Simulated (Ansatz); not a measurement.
CaMn3Be

```yaml
crystal:
  lattice:
    - [4.41318, 0.00000, 0.00000]
    - [0.00000, 4.41318, 0.00000]
    - [0.00000, 0.00000, 4.41536]
  atoms:
    - { symbol: Ca, position: [0.00000, 0.00000, 0.00000] }
    - { symbol: Be, position: [0.50000, 0.50000, 0.50000] }
    - { symbol: Mn, position: [0.00000, 0.50000, 0.50000] }
    - { symbol: Mn, position: [0.50000, 0.00000, 0.50000] }
    - { symbol: Mn, position: [0.50000, 0.50000, 0.00000] }
```

Space group Pm-3m; a structure generated by program, which may or may not match a known phase; the SCF solution may not be the lowest one; the program warned that another magnetic order may lie lower; spin-polarised.

Level of theory: Ansatz, DFT PBE, scalar-relativistic, plane waves, PAW.

Q: What can the converged valence pseudo-density, electron localisation function and spin density tell about the bonding?

A: Mn–Be (2.21 Å): the density is about 0.35 e/Å³ at the midpoint; the ELF is about 0.25 at the midpoint (no shared electron pair shows on this line).
Ca–Mn (3.12 Å): the density is about 0.1 e/Å³ at the midpoint; the ELF is about 0.15 at the midpoint (no shared electron pair shows on this line).
The spin density sits on Mn: +3.2 μB (×2) and −3.1 μB in one cell of 5 atoms, with smaller moments on other sites: Be (up to −0.06 μB): ferrimagnetic (opposed moments on unlike sites) in this solution. The cell of the calculation (5 atoms) carries 3.6 μB of net spin moment.

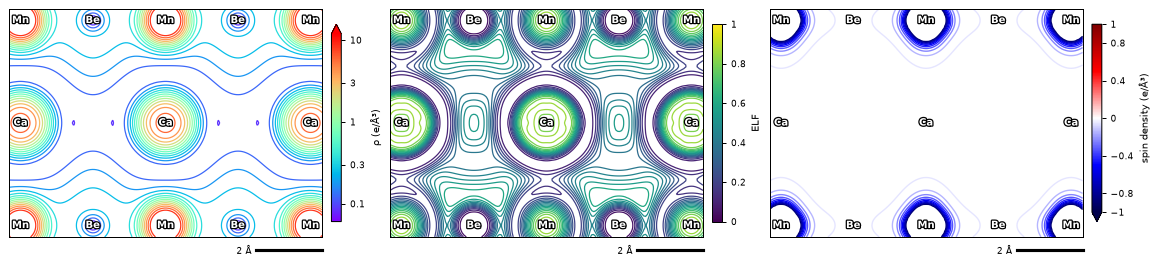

Computed valence pseudo-density, electron localisation function and spin density on the (11̄0) plane of the cell of the magnetic structure, in this order. 

In a PAW calculation such maps are meaningful between the atoms, not at the nuclei.
